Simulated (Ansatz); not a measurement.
Energy landscape of H3P, singlet: map of symmetric stretch and umbrella angle. Scanned: P-H bond length and angle between the P-H bonds and the threefold axis (90 = planar).

Cartesian coordinates as functions of the variables (Å; names that start with a are angles):
```
P  0  0  0
H  r*sin(a)*cos(0*2*pi/3+0)  r*sin(a)*sin(0*2*pi/3+0)  0+r*cos(a)
H  r*sin(a)*cos(1*2*pi/3+0)  r*sin(a)*sin(1*2*pi/3+0)  0+r*cos(a)
H  r*sin(a)*cos(2*2*pi/3+0)  r*sin(a)*sin(2*2*pi/3+0)  0+r*cos(a)
```

Computed with CCSDT on RHF/cc-pVTZ, frozen core in Ansatz (an electronic-structure program).

Energy in mEh above the lowest grid point; x is the P-H bond length (Å), y the angle between the P-H bonds and the threefold axis (90 = planar) (°).

| y \ x | 1.25 | 1.34 | 1.40 | 1.47 | 1.53 | 1.60 | 1.66 | 1.73 | 1.77 |
|---|---|---|---|---|---|---|---|---|---|
| 130 | 54.5 | 16.3 | 7.1 | 8.0 | 16.0 | 31.3 | 48.1 | 70.4 | 84.0 |
| 127.20 | 48.5 | 11.3 | 2.7 | 4.2 | 12.7 | 28.6 | 45.7 | 68.4 | 82.2 |
| 123.20 | 43.8 | 7.8 | 0.0 | 2.3 | 11.4 | 27.8 | 45.4 | 68.4 | 82.3 |
| 119.20 | 43.2 | 8.4 | 1.3 | 4.3 | 13.9 | 30.8 | 48.6 | 71.7 | 85.7 |
| 115.20 | 46.2 | 12.6 | 6.1 | 9.8 | 19.9 | 37.2 | 55.1 | 78.4 | 92.3 |
| 111.20 | 52.0 | 19.6 | 13.9 | 18.4 | 28.9 | 46.6 | 64.8 | 88.0 | 101.8 |
| 107.20 | 59.6 | 28.6 | 23.7 | 29.0 | 40.3 | 58.5 | 77.0 | 100.3 | 114.0 |
| 103.20 | 67.9 | 38.1 | 34.2 | 40.6 | 52.7 | 71.8 | 90.9 | 114.6 | 128.4 |
| 99.20 | 75.3 | 46.8 | 43.8 | 51.4 | 64.5 | 84.9 | 105.0 | 129.8 | 143.9 |
| 95.20 | 80.8 | 53.3 | 51.0 | 59.5 | 73.7 | 95.5 | 116.9 | 143.5 | 158.7 |
| 90 | 83.6 | 56.5 | 54.6 | 63.7 | 78.4 | 101.2 | 123.7 | 152.1 | 168.8 |

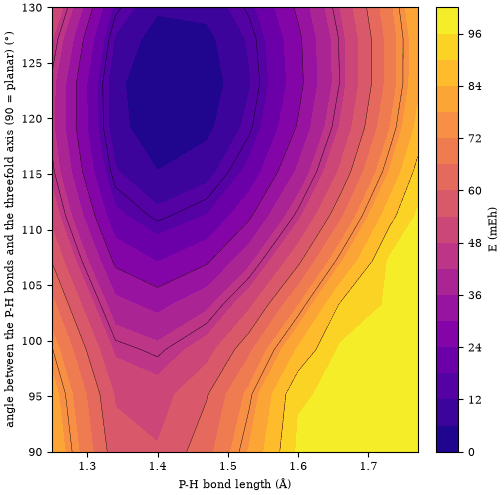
Figure. Energy surface, cut off at 97 mEh.

Points that lie below all their neighbours on the grid: x = 1.40, y = 123.20 (0.0 mEh).
